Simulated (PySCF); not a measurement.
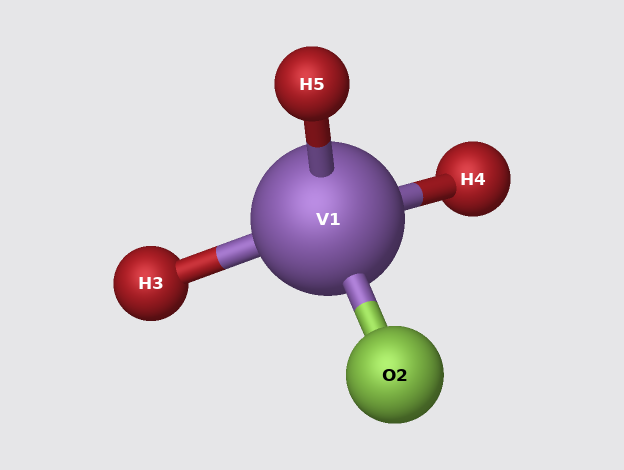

Every bond is drawn as one stick. The species is neutral and a spin singlet. Computed geometry: PBE0/def2-TZVP optimisation. Computed with PBE0/def2-TZVP (PySCF 2.14.0).

List the Mayer bond orders of V1–O2, V1–H3 (one bond of each equivalent set).

| bond | Mayer order | length (Å) |
| --- | --- | --- |
| V1–O2 | 2.33 | 1.535 |
| V1–H3 | 0.94 | 1.628 |

The search tried a few shapes and spins; others may lie lower.
